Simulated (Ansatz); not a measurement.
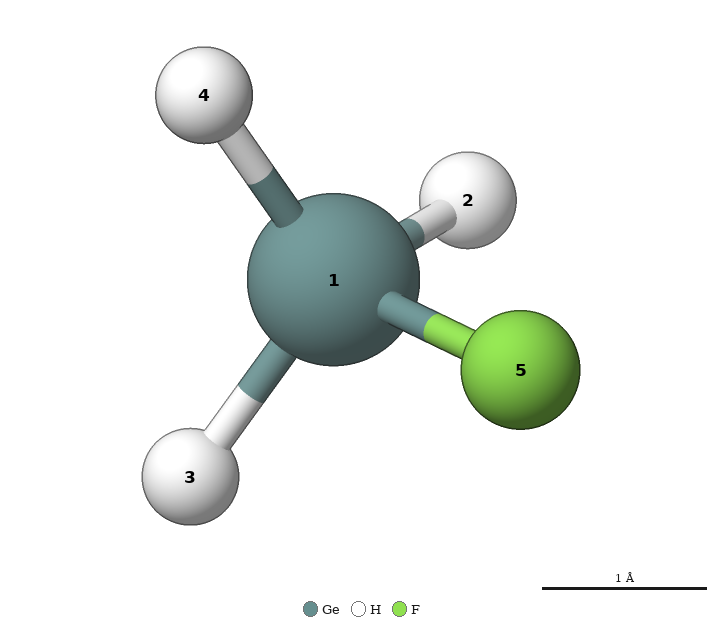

Atoms carry their numbers in the input. Computed geometry: PBE0-D4/def2-TZVP optimisation.

> How are the neighbours of atom 1 arranged?

Ge1 has 4 neighbours (H2 at 1.53, H3 at 1.53, H4 at 1.53, F5 at 1.74 Å); the arrangement is tetrahedral.
